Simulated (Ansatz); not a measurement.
**revPBE/STO-3G run of BH3Cl− (SMILES [BH3-]Cl)**

Aim: the vertical ionisation energy of BH3Cl− at revPBE/STO-3G, from 2 runs. 

The results are computed with Ansatz 0.2.0.

3 further runs of the same task are left out: 3 that didn't finish.

### Step 1. Starting point

BH3Cl− has 5 atoms, charge -1, and is taken as a singlet. SMILES: `[BH3-]Cl`. The coordinates come from a GFN2-xTB relaxation.

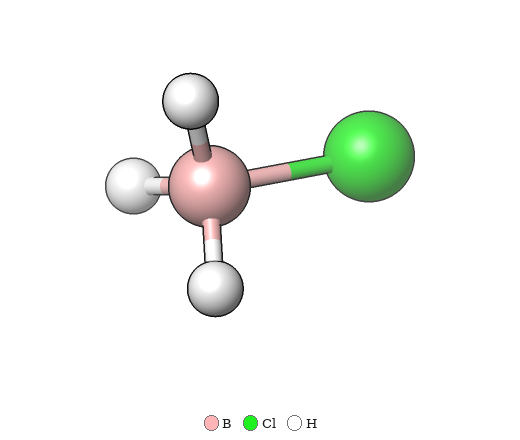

Viewed from a chosen angle; boron pink, chlorine green, hydrogen white.

### Step 2. A single-point energy at revPBE/STO-3G

The input, input.yaml:

```yaml
crystal:
  periodic: [false, false, false]
  atoms:
    - {symbol: B, position_ang: [0.082390, -0.047870, 0.135930]}
    - {symbol: Cl, position_ang: [-0.845860, 0.496450, -1.396970]}
    - {symbol: H, position_ang: [1.223080, -0.254620, -0.203070]}
    - {symbol: H, position_ang: [-0.460100, -1.051350, 0.532730]}
    - {symbol: H, position_ang: [0.000500, 0.857390, 0.931390]}
basis:
  gaussian:
    orbitals: STO-3G
total_charge: -1
hamiltonian:
  xc: {name: revPBE}
accuracy: high
```

Run with:

```console
$ ansatz run input.yaml --threads 1 --pin off --max-ram 2610MiB --events-out events.jsonl --progress --plain --runs-dir runs
```

Standard output:

```text
Warning: RAYON_NUM_THREADS=1 ignored (pool sized by the plan → 1); use --threads N
Functional definition: revPBE
  name "revPBE"
  parameter kappa = 1.245
  parameter beta = 0.06672455060314922
  exchange = pbe_x(kappa = kappa, mu = beta*pi^2/3)
  correlation = pbe_c(beta = beta)
282 factors; integrals over basis functions are off by at most 6.2e-9 eV
mean field evaluation 1: about -13099.6588 eV, gradient 1.2e1 eV
mean field evaluation 2: about -13099.7832 eV, gradient 1.0e1 eV
mean field evaluation 4: about -13100.1390 eV, gradient 6.3e-2 eV
mean field evaluation 8: about -13100.0939 eV, gradient 5.3e-4 eV
mean field -13100.09390419 eV, -481.4195714164 hartree, gradient 5.0e-9 eV, S^2 0.000000; 0 other end points of the search recorded, 0 dependent functions left out
reference -13100.09390617 eV, -481.4195714893 hartree; 13, 13 occupied and 4, 4 virtual orbitals, 282 factors
Total energy: -13100.09390617 eV, -481.4195714893 hartree
```

It took 0.84 s on 1 thread of Arm Neoverse V1, shared host.

### Step 3. Doublet neutral BH3Cl at the same level

The input, run.yaml:

```yaml
crystal:
  periodic: [false, false, false]
  atoms:
    - symbol: B
      position_ang: [0.082390, -0.047870, 0.135930]
    - symbol: Cl
      position_ang: [-0.845860, 0.496450, -1.396970]
    - symbol: H
      position_ang: [1.223080, -0.254620, -0.203070]
    - symbol: H
      position_ang: [-0.460100, -1.051350, 0.532730]
    - symbol: H
      position_ang: [0.000500, 0.857390, 0.931390]
basis:
  gaussian: {orbitals: STO-3G}
accuracy: high
hamiltonian: {xc: {name: revPBE}}
magnetization: {spin_polarized: true, initial_magnetization: 1}
```

Run with:

```console
$ ansatz run run.yaml --threads 1 --pin off --max-ram 2610MiB --events-out events.jsonl --progress --plain --runs-dir runs
```

Standard output:

```text
Warning: RAYON_NUM_THREADS=1 ignored (pool sized by the plan → 1); use --threads N
Functional definition: revPBE
  name "revPBE"
  parameter kappa = 1.245
  parameter beta = 0.06672455060314922
  exchange = pbe_x(kappa = kappa, mu = beta*pi^2/3)
  correlation = pbe_c(beta = beta)
282 factors; integrals over basis functions are off by at most 6.2e-9 eV
mean field evaluation 1: about -13098.4244 eV, gradient 4.6e0 eV
mean field evaluation 2: about -13097.4031 eV, gradient 9.1e0 eV
mean field evaluation 4: about -13098.2752 eV, gradient 5.4e0 eV
mean field evaluation 8: about -13098.5217 eV, gradient 2.5e0 eV
mean field evaluation 16: about -13098.6002 eV, gradient 3.7e-4 eV
mean field evaluation 32: about -13098.5984 eV, gradient 6.5e-6 eV
mean field -13098.60178069 eV, -481.3647368892 hartree, gradient 1.8e-8 eV, S^2 0.750739; 6 other end points of the search recorded, 0 dependent functions left out
reference -13098.60178276 eV, -481.3647369654 hartree; 13, 12 occupied and 4, 5 virtual orbitals, 282 factors
Total energy: -13098.60178276 eV, -481.3647369654 hartree
```

Wall time 5.1 s (1 thread of Arm Neoverse V1, shared host); peak memory 0.12 GiB.

### Step 4. Summary of results

At revPBE/STO-3G:

| quantity | value |
| --- | --- |
| singlet BH3Cl−: total energy | -481.41957 Eh |
| doublet neutral BH3Cl: total energy | -481.36474 Eh |
| doublet neutral BH3Cl: ⟨S²⟩ | 0.751 |
| vertical detachment energy (to the doublet neutral) | 1.492 eV |

In words: The vertical ionisation energy comes to 1.49 eV (144 kJ/mol). In a minimal basis such a difference can be off by several eV, whatever the method.
